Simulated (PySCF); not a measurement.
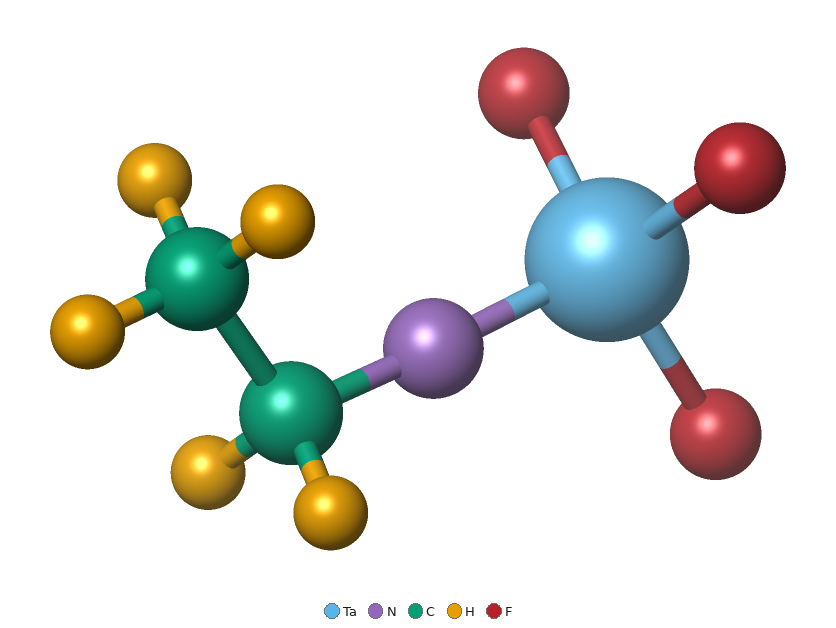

The species is neutral and a spin singlet. The geometry was computed by an optimisation with PBE0-D3(BJ)/def2-SVP. No frequency run is at hand to confirm it as a minimum.

Question. Describe the coordination sphere.

Answer. Ta binds 4 atoms: 1 N at 1.75 Å, 3 F at 1.89 Å. The arrangement is tetrahedral.

Question. Give the formal oxidation state and the d-electron count.

Answer. Ta(V), d⁰, counting the ligands as closed-shell ions or neutral donors.
